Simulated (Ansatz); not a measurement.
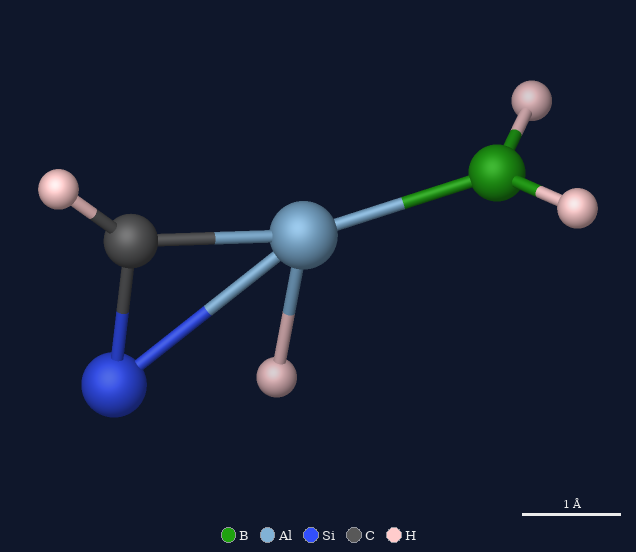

What does the picture show?

The molecule is CH₄AlBSi. The point group is Cs. Coordination, clear cases only: 1 B trigonal planar.

More results for the same structure follow; atom numbers are the same in all pictures, views and colours differ. The geometry was computed by an optimisation with PBE0-D4/def2-TZVP. No frequency run is at hand to confirm it as a minimum.

**Electronic properties**

No frequency run is at hand to confirm it as a minimum. Properties computed with RKS PBE0-D4/def2-TZVPP (Ansatz 0.2.0).

**What is the HOMO–LUMO gap?**

3.36 eV.

**Estimate the HOMO energy (Kohn–Sham orbital).**

−6.29 eV.

**Estimate the dispersion correction.**

−14.3 kJ/mol.

**Dipole moment**

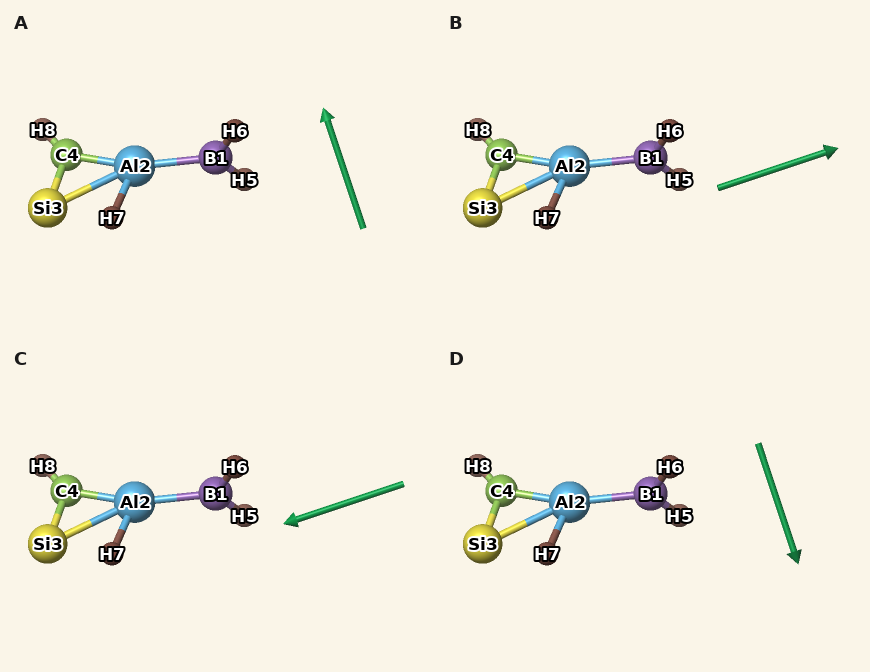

The same molecule four times, each with an arrow. No frequency run is at hand to confirm it as a minimum. Properties computed with RKS PBE0-D4/def2-TZVP (Ansatz 0.2.0).

**Which arrow points along the dipole moment, from the negative to the positive end?**

B. The dipole moment is 1.86 D; it points from the side of Si3 to the side of H5, H6 (the outermost atoms at the two ends).

**Charges**

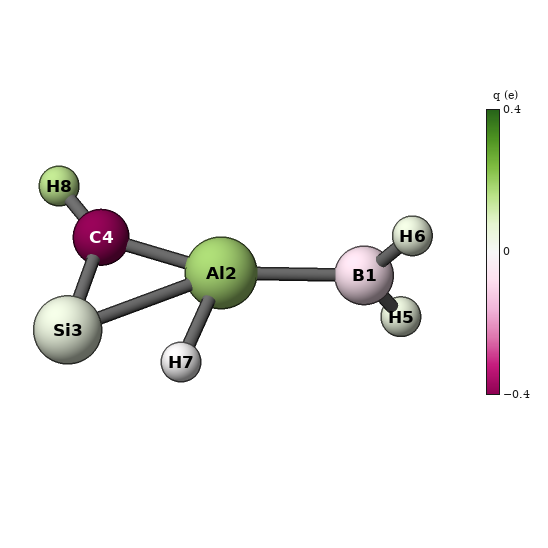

Atoms are coloured by their Mulliken charges. No frequency run is at hand to confirm it as a minimum. Method: RKS PBE0-D4/def2-TZVP (Ansatz 0.2.0).

**Which atom carries the highest charge (most positive or least negative)?**

Al2 (0.18 e).

**And the lowest?**

C4 (−0.39 e).

List the Mulliken charges.

| atom | value (e) |
| --- | --- |
| B1 | −0.07 |
| Al2 | 0.18 |
| Si3 | 0.04 |
| C4 | −0.39 |
| H5 | 0.05 |
| H6 | 0.05 |
| H7 | −0.01 |
| H8 | 0.15 |

Mulliken values depend strongly on the basis set and can even reverse the polarity of a bond.
